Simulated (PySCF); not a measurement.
```xyz
14

O    -1.8337    2.8654   -0.3183
C    -0.7877    2.1563   -0.2021
Si   -0.6157    0.6423    0.8530
Si   -1.6493   -1.4169    0.5773
O     1.0327    0.2583    0.8359
Si    2.3257   -0.3123    0.1365
H    -0.0044    2.2720   -0.9947
H    -0.7462    0.9626    2.3109
H    -3.1169   -1.2615    0.4728
H    -1.5823   -2.6096    1.4727
H    -1.2864   -2.0682   -0.7048
H     2.2670   -0.2809   -1.3312
H     3.4653    0.5005    0.5903
H     2.5313   -1.7083    0.5595
```

Geometry: GFN2-xTB.

The calculation used UKS B3LYP, pcH-1 on C H O Si, non-relativistic, mean-field spin-orbit, GIAO (PySCF 2.14.0, density-fitted response routines).

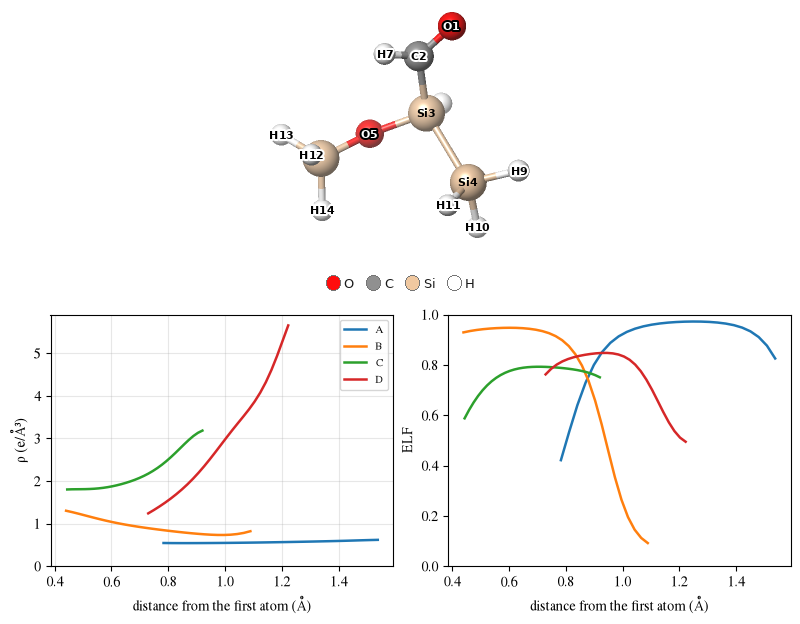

CH8O2Si3 (charge −1, doublet). Total electron density and electron localisation function along straight lines between neighbouring atoms. The curves leave out the atomic cores. The structure is drawn too.

> Which curve belongs to which contact (C–O, C–Si, Si–O and Si–Si)? The first atom named is at distance zero.

Curve A: Si–Si (2.32 Å): ρ is about 0.56 e/Å³ halfway; the ELF peaks at about 1 between the atoms: a covalent bond. Curve B: C–Si (1.85 Å): the density is about 0.75 e/Å³ at the midpoint; the ELF peaks at about 0.95 between the atoms (localised, covalent bonding). Curve C: C–O (1.27 Å): ρ at the midpoint is about 1.9 e/Å³; the ELF peaks at about 0.80 between the atoms (a short, strongly polar bond). Curve D: Si–O (1.58 Å): the density is about 1.5 e/Å³ at the midpoint; the ELF peaks at about 0.85 between the atoms; a polar covalent bond.
